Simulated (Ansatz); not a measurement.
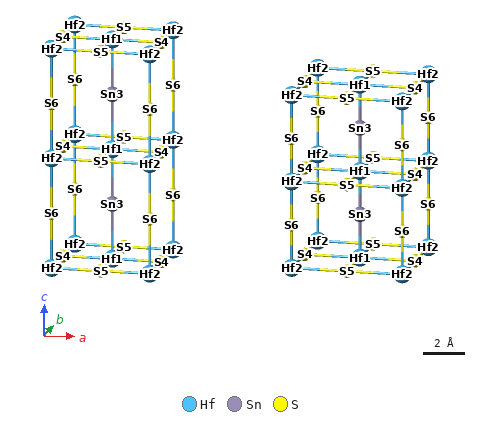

Two geometries of a crystal of Hf$_{2}$SnS$_{3}$ (a generated structure, set up in P4/mmm) (coarse preliminary run), drawn at one scale. One is the start of a relaxation, the other its converged end. Style: ball-and-stick. Shown: the cell of the calculation, repeated 1 × 1 × 2 with one cell outlined, slightly off an axis.

Computed with DFT PBE, scalar-relativistic, plane waves, PAW (Ansatz 0.2.0). Set-up: plane-wave cutoff 420 eV; k-point mesh 4 × 4 × 4; occupations gaussian; smearing width 0.1 eV; no spin polarisation; cell and atoms relaxed; force threshold 0.04 eV/Å; at most 70 steps.

**Which geometry has the lower energy?**

The left one is the relaxed one. The atoms keep their places relative to the cell (all moves are under 0.005 Å). The drawn cell changes at constant volume: a = b 5.632 → 5.001 Å (−11.2 %), c 4.415 → 5.599 Å (+26.8 %). Among the contacts that change: Hf1–Sn3 2.207 → 2.799 Å, Hf2–S6 2.207 → 2.799 Å, Hf1–S4 2.816 → 2.500 Å. The space group stays P4/mmm (No. 123). The energy falls by 1269 meV per atom in 8 accepted moves (10 points after the start). All forces vanish by symmetry, so only the cell relaxes. Pressure: 17.95 GPa at the start and 0.07 GPa at the end. At 2 points the geometry stayed and the basis and grid were re-selected for the new cell (energy shift of 10.2 meV per atom at most each time).
